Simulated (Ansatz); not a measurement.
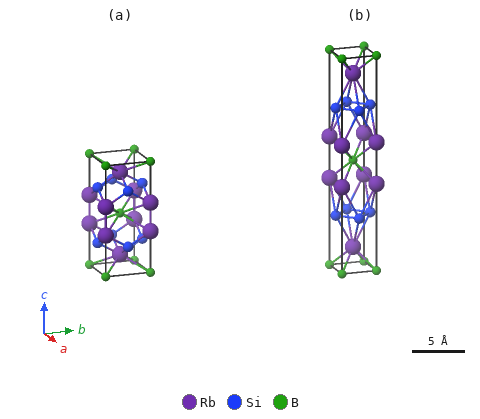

The structure of crystalline Rb2Si2B (built on the CaSi2Ni2 type) (coarse preliminary run) before (left) and after (right) a relaxation, at one scale.

A ball-and-stick model of the conventional cell (2 times the calculation's cell), seen slightly off an axis. Lengths and directions refer to the drawn axes.

Case: CaSi2Ni2 type (I4/mmm, No. 139).

Computed with DFT PBE, scalar-relativistic, plane waves, PAW (Ansatz). Settings: plane-wave cutoff 420 eV; k-point mesh 6 × 6 × 6; occupations gaussian; smearing width 0.1 eV; no spin polarisation; cell and atoms relaxed; force threshold 0.04 eV/Å; at most 70 steps.

What changed between the two?

Answer. The energy falls by 1538 meV per atom in 22 accepted moves (24 points after the start). Largest force component: 3.9 eV/Å at the start, 0.0064 eV/Å at the end. The pressure goes from 15.69 to −0.09 GPa. The SCF was repeated twice at an unchanged geometry on a basis and grid sized afresh for the cell, which shifted the energy by 108 meV per atom at most. The largest moves relative to the cell, 0.70 Å, are those of Rb atoms. Si and B stay in place. The volume changes by +15.0 %, with a = b 4.591 → 3.536 Å (−23.0 %), c 11.136 → 21.586 Å (+93.8 %). Some distances before and after: Rb–Rb 2.871 → 4.166 Å, Rb–Si 2.662 → 3.756 Å, Rb–Rb 4.591 → 3.536 Å, Si–Si 3.246 → 2.500 Å. Bonds break, among them: Rb–Rb (2.87 → 4.17 Å). Among the angles between lasting bonds that change: Rb–Si–Rb 119.1° → 56.2°, Rb–Si–Rb 104.9° → 141.1°. The space group stays I4/mmm (No. 139).
